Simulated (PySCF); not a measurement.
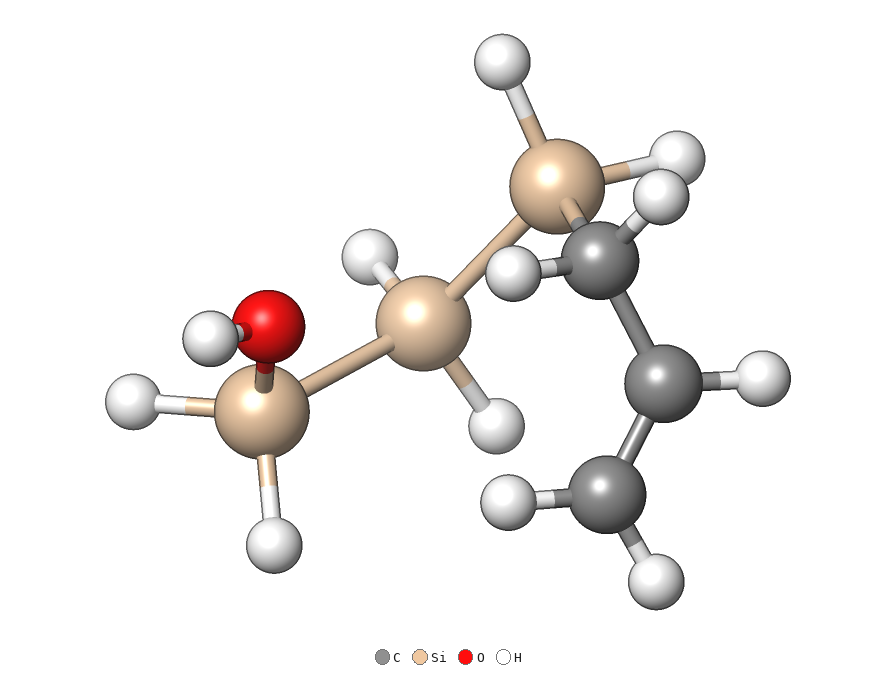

Computed geometry: GFN2-xTB optimisation. No frequency run is at hand to confirm it as a minimum. Level of theory: PBE0/pcSseg-1, gas phase (PySCF 2.14.0).

Predict the main results.

The species is C₃H₁₂OSi₃ (`C=CC[SiH2][SiH2][SiH2]O`).
- dipole moment: 1.38 D
- HOMO energy (Kohn–Sham orbital): −7.06 eV
- LUMO energy (Kohn–Sham orbital): −0.81 eV
- HOMO–LUMO gap: 6.25 eV

The geometry is semi-empirical. Around Si such bond lengths and angles can be off by a tenth of an ångström or more and by several degrees, and values that hang on the shape move with them.
